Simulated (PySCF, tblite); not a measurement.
# C2H8SSi2: a rotation path, then NMR shifts on frames, part 2 of 2

tblite 0.8.0 and PySCF 2.14.0. Atoms count from 0.

## Step 5: Nuclear shieldings: image 4, PBE0/pcSseg-1

The job: settings as JSON, then the geometry in Å.

```
{"job": {"kind": "nmr", "xc": "PBE0", "basis": "pcSseg-1", "pop": false}, "charge": 0, "multiplicity": 1}
C      1.369100    -0.100500     1.144500
C      1.320700    -0.568300    -0.264700
S      2.586200    -1.338900    -0.937000
Si    -0.256800    -0.283400    -1.308800
Si    -1.887400     0.650400     0.036800
H      0.524400    -0.510800     1.699900
H      2.298100    -0.386200     1.634600
H      1.269600     0.985900     1.171300
H     -0.582100    -1.605900    -1.851800
H      0.166500     0.540100    -2.446900
H     -2.218400    -0.214300     1.175300
H     -3.127700     0.905100    -0.694900
H     -1.466700     1.927200     0.624000
```

Level: GIAO PBE0/pcSseg-1 NMR shielding, non-relativistic, gas phase.

Log:

```text
coarse grid: 12008 points
cycle   1  E = -1057.5744667547  dE =  2.017e-01  |g| = 2.939e-01  |ddm| = 3.285e+00
cycle   2  E = -1057.5429189214  dE =  3.155e-02  |g| = 4.539e-01  |ddm| = 9.455e-01
cycle   3  E = -1057.5980682615  dE = -5.515e-02  |g| = 1.224e-01  |ddm| = 6.478e-01
cycle   4  E = -1057.6019151037  dE = -3.847e-03  |g| = 3.147e-02  |ddm| = 1.438e-01
cycle   5  E = -1057.6021856520  dE = -2.705e-04  |g| = 3.076e-03  |ddm| = 3.770e-02
cycle   6  E = -1057.6021884111  dE = -2.759e-06  |g| = 1.229e-03  |ddm| = 8.147e-03
final grid: 100992 points
cycle   7  E = -1057.6321724305  dE = -8.614e-06  |g| = 9.193e-03  |ddm| = 2.385e-02
cycle   8  E = -1057.6320986024  dE =  7.383e-05  |g| = 1.849e-02  |ddm| = 2.776e-02
cycle   9  E = -1057.6321936476  dE = -9.505e-05  |g| = 1.962e-03  |ddm| = 2.090e-02
cycle  10  E = -1057.6321946595  dE = -1.012e-06  |g| = 1.914e-04  |ddm| = 1.884e-03
cycle  11  E = -1057.6321946683  dE = -8.794e-09  |g| = 4.378e-05  |ddm| = 2.970e-04
cycle  12  E = -1057.6321946689  dE = -6.335e-10  |g| = 1.216e-05  |ddm| = 9.535e-05
converged SCF energy = -1057.6321946689

GIAO shielding tensors (ppm)
atom      isotropic    diamagn.    paramagn.     s11        s22        s33       span
  0 C      130.784     249.285    -118.502     96.216    122.065    174.070     77.854
  1 C     -133.680     261.219    -394.899   -318.553   -244.572    162.085    480.638
  2 S     -908.419    1056.140   -1964.559  -2683.625   -604.758    563.126   3246.751
  3 Si     424.771     880.751    -455.980    375.773    418.462    480.079    104.306
  4 Si     471.696     880.529    -408.833    462.169    473.525    479.393     17.224
  5 H       28.103      30.929      -2.825     24.487     29.125     30.698      6.211
  6 H       28.289      29.948      -1.659     25.703     27.515     31.650      5.947
  7 H       28.206      30.523      -2.317     24.944     29.085     30.591      5.647
  8 H       27.251      29.181      -1.930     23.759     26.630     31.365      7.605
  9 H       27.195      29.083      -1.887     23.990     26.284     31.312      7.322
 10 H       27.974      29.670      -1.696     25.116     25.834     32.973      7.857
 11 H       28.218      28.737      -0.520     24.820     25.731     34.101      9.281
 12 H       27.937      29.738      -1.801     25.066     25.855     32.889      7.824
```

It took 12 s on 1 thread of Intel Xeon Platinum 8488C, shared host; peak memory 0.73 GiB.

This run: δ C1 320.6, C0 56.1, S2 1412, Si3 -75.6, H9 4.52, H8 4.47 ppm.

## Step 6: Shielding tensors: image 6, PBE0/pcSseg-1

The job: settings as JSON, then the geometry in Å.

```
{"job": {"kind": "nmr", "xc": "PBE0", "basis": "pcSseg-1", "pop": false}, "charge": 0, "multiplicity": 1}
C      1.355300    -0.445700     1.202100
C      1.359400    -0.352700    -0.281700
S      2.760400    -0.233400    -1.102800
Si    -0.298600    -0.360700    -1.221900
Si    -1.860300     0.901600    -0.072700
H      0.798800    -1.327700     1.521100
H      2.366400    -0.490300     1.603000
H      0.844600     0.424500     1.618600
H     -0.641800    -1.787200    -1.317600
H      0.003000     0.093900    -2.579200
H     -2.106100     0.366200     1.271400
H     -3.146200     0.918700    -0.770800
H     -1.439300     2.293300     0.112700
```

Method: GIAO PBE0/pcSseg-1 NMR shielding, non-relativistic, gas phase.

Log:

```text
coarse grid: 12008 points
cycle   1  E = -1057.5747928510  dE =  1.979e-01  |g| = 2.952e-01  |ddm| = 3.286e+00
cycle   2  E = -1057.5449974383  dE =  2.980e-02  |g| = 4.480e-01  |ddm| = 9.183e-01
cycle   3  E = -1057.5989316942  dE = -5.393e-02  |g| = 1.215e-01  |ddm| = 6.286e-01
cycle   4  E = -1057.6027183725  dE = -3.787e-03  |g| = 3.189e-02  |ddm| = 1.438e-01
cycle   5  E = -1057.6029967175  dE = -2.783e-04  |g| = 3.012e-03  |ddm| = 3.754e-02
cycle   6  E = -1057.6029993921  dE = -2.675e-06  |g| = 1.191e-03  |ddm| = 8.019e-03
final grid: 100992 points
cycle   7  E = -1057.6333753495  dE = -7.839e-06  |g| = 9.038e-03  |ddm| = 2.214e-02
cycle   8  E = -1057.6333054588  dE =  6.989e-05  |g| = 1.805e-02  |ddm| = 2.662e-02
cycle   9  E = -1057.6333958217  dE = -9.036e-05  |g| = 1.900e-03  |ddm| = 2.011e-02
cycle  10  E = -1057.6333967771  dE = -9.554e-07  |g| = 1.883e-04  |ddm| = 1.880e-03
cycle  11  E = -1057.6333967854  dE = -8.295e-09  |g| = 4.405e-05  |ddm| = 2.891e-04
cycle  12  E = -1057.6333967860  dE = -6.246e-10  |g| = 1.301e-05  |ddm| = 9.288e-05
converged SCF energy = -1057.6333967860

GIAO shielding tensors (ppm)
atom      isotropic    diamagn.    paramagn.     s11        s22        s33       span
  0 C      133.648     249.429    -115.781     99.628    125.799    175.517     75.888
  1 C     -134.777     261.371    -396.148   -327.884   -238.939    162.492    490.375
  2 S     -943.964    1056.250   -2000.214  -2768.699   -577.664    514.473   3283.172
  3 Si     410.305     880.904    -470.599    328.575    438.106    464.233    135.658
  4 Si     469.261     880.412    -411.151    461.659    469.382    476.743     15.084
  5 H       28.050      30.252      -2.202     25.159     28.561     30.430      5.271
  6 H       28.281      29.999      -1.718     25.759     27.474     31.609      5.850
  7 H       28.406      30.905      -2.499     24.796     29.948     30.475      5.679
  8 H       26.893      29.222      -2.329     24.894     25.294     30.491      5.597
  9 H       27.211      29.434      -2.223     23.364     26.746     31.524      8.160
 10 H       27.931      29.698      -1.767     24.942     25.998     32.852      7.910
 11 H       28.224      28.699      -0.475     24.988     25.706     33.978      8.990
 12 H       28.118      29.393      -1.274     25.406     25.653     33.297      7.890
```

Run time: 12 s. Hardware: 1 thread of Intel Xeon Platinum 8488C, shared host; peak memory 0.73 GiB.

Key values: δ C1 321.7, C0 53.3, S2 1448, Si3 -61.1, H8 4.82, H9 4.51 ppm.

## Step 7: Nuclear shieldings: image 8, PBE0/pcSseg-1

The job: settings as JSON, then the geometry in Å.

```
{"job": {"kind": "nmr", "xc": "PBE0", "basis": "pcSseg-1", "pop": false}, "charge": 0, "multiplicity": 1}
C      1.551900    -0.729100     1.149500
C      1.258900    -0.164800    -0.194400
S      2.324300     0.820800    -0.938200
Si    -0.423900    -0.504200    -1.003200
Si    -1.884200     1.132100    -0.250800
H      1.602400    -1.816700     1.079300
H      2.493000    -0.354300     1.547700
H      0.741600    -0.488800     1.839000
H     -0.788900    -1.868800    -0.592100
H     -0.190900    -0.526100    -2.447000
H     -2.499100     0.734900     1.020600
H     -2.971200     1.350400    -1.205700
H     -1.218300     2.415200    -0.022300
```

Level: GIAO PBE0/pcSseg-1 NMR shielding, non-relativistic, gas phase.

Log:

```text
coarse grid: 12008 points
cycle   1  E = -1057.5752462382  dE =  1.953e-01  |g| = 2.954e-01  |ddm| = 3.281e+00
cycle   2  E = -1057.5462229414  dE =  2.902e-02  |g| = 4.454e-01  |ddm| = 8.958e-01
cycle   3  E = -1057.5995687441  dE = -5.335e-02  |g| = 1.219e-01  |ddm| = 6.126e-01
cycle   4  E = -1057.6033741288  dE = -3.805e-03  |g| = 3.273e-02  |ddm| = 1.465e-01
cycle   5  E = -1057.6036687701  dE = -2.946e-04  |g| = 2.994e-03  |ddm| = 3.835e-02
cycle   6  E = -1057.6036713640  dE = -2.594e-06  |g| = 1.247e-03  |ddm| = 7.555e-03
final grid: 100992 points
cycle   7  E = -1057.6341995743  dE = -6.729e-06  |g| = 9.040e-03  |ddm| = 2.033e-02
cycle   8  E = -1057.6341290662  dE =  7.051e-05  |g| = 1.810e-02  |ddm| = 2.692e-02
cycle   9  E = -1057.6342201010  dE = -9.103e-05  |g| = 1.875e-03  |ddm| = 2.014e-02
cycle  10  E = -1057.6342210315  dE = -9.305e-07  |g| = 1.930e-04  |ddm| = 1.864e-03
cycle  11  E = -1057.6342210406  dE = -9.088e-09  |g| = 4.196e-05  |ddm| = 3.059e-04
cycle  12  E = -1057.6342210412  dE = -5.930e-10  |g| = 1.172e-05  |ddm| = 8.635e-05
converged SCF energy = -1057.6342210412

GIAO shielding tensors (ppm)
atom      isotropic    diamagn.    paramagn.     s11        s22        s33       span
  0 C      132.503     248.542    -116.039     97.561    123.428    176.519     78.958
  1 C     -141.038     262.400    -403.439   -344.263   -242.092    163.240    507.503
  2 S     -921.788    1057.157   -1978.945  -2742.472   -590.414    567.521   3309.994
  3 Si     417.401     881.447    -464.046    364.900    422.701    464.602     99.702
  4 Si     460.282     880.079    -419.797    435.351    468.533    476.964     41.613
  5 H       28.124      29.050      -0.926     25.161     28.332     30.878      5.717
  6 H       28.319      29.833      -1.514     25.998     27.321     31.638      5.640
  7 H       28.041      30.755      -2.713     25.306     28.991     29.827      4.521
  8 H       26.631      29.985      -3.354     23.500     26.047     30.345      6.845
  9 H       27.310      29.616      -2.305     23.994     26.266     31.671      7.677
 10 H       28.039      29.098      -1.059     24.659     26.265     33.195      8.536
 11 H       28.134      28.514      -0.381     25.045     25.485     33.871      8.826
 12 H       28.372      29.205      -0.833     25.162     26.698     33.257      8.096
```

Wall time 12 s (1 thread of Intel Xeon Platinum 8488C, shared host); peak memory 0.73 GiB.

Key values: δ C1 328.0, C0 54.4, S2 1426, Si3 -68.2, H8 5.09, H9 4.41 ppm.

## Step 8: Comparing the runs: NMR shifts

Shifts (ppm) of some atoms, chosen among heavy atoms and hydrogens apart, with basis size and wall time:

```tsv
frame	C1	C0	H9	H8	S2	Si3	Si4	functions	time
image 0	328.5	54.8	5.08	4.42	1430	-69.6	-111.1	146	18 s
image 2	322.8	52.7	4.98	4.54	1473	-58.2	-117.1	146	12 s
image 4	320.6	56.1	4.52	4.47	1412	-75.6	-122.5	146	12 s
image 6	321.7	53.3	4.51	4.82	1448	-61.1	-120.1	146	12 s
image 8	328.0	54.4	4.41	5.09	1426	-68.2	-111.1	146	12 s
```

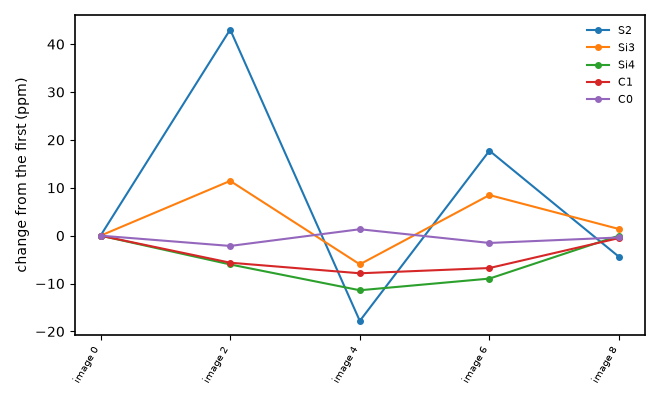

How five of the tabulated atoms move from run to run.

## Step 9: What came out

This closing draws on all 2 parts.

| quantity | value |
| --- | --- |
| barrier | 0.071 eV (1.6 kcal/mol) at image 4 |
| end to end (GFN2-xTB) | 0.002 eV |
| ¹³C shifts against TMS (PBE0/pcSseg-1, image 0) | 328.5, 54.8 ppm |
| ¹H shifts against TMS (PBE0/pcSseg-1, image 0) | 5.08, 4.42, 3.79, 3.63, 3.52, 3.51, 3.45, 3.42 ppm |
| ³³S shifts against CS2 (PBE0/pcSseg-1, image 0) | 1430 ppm |
| ²⁹Si shifts against TMS (PBE0/pcSseg-1, image 0) | -69.6, -111.1 ppm |
| surface potential, least and greatest | -1.02 V and 1.21 V |
| range of the shift of S2 | 1412 to 1473 ppm |

Along the band the dihedral turns by 181°, and the top (dihedral -5°) lies 1.6 kcal/mol above the start (GFN2-xTB, rough), so at room temperature this motion is fast. The top was not checked by a frequency run. Shifts at one fixed geometry are not the observed spectrum, which averages over the motion. In the first frame run (image 0): The largest span, 3346 ppm, is at S2, where the paramagnetic term is -1984 ppm. At PBE0/pcSseg-1, counted by nearest atom on the grid, the HOMO lies on S2 78 %; C1 7 %, the LUMO on C1 41 %; S2 40 %. In ppm, S2 moves most: its shift spreads over 61 ppm, from 1412 (image 4) to 1473 (image 2).
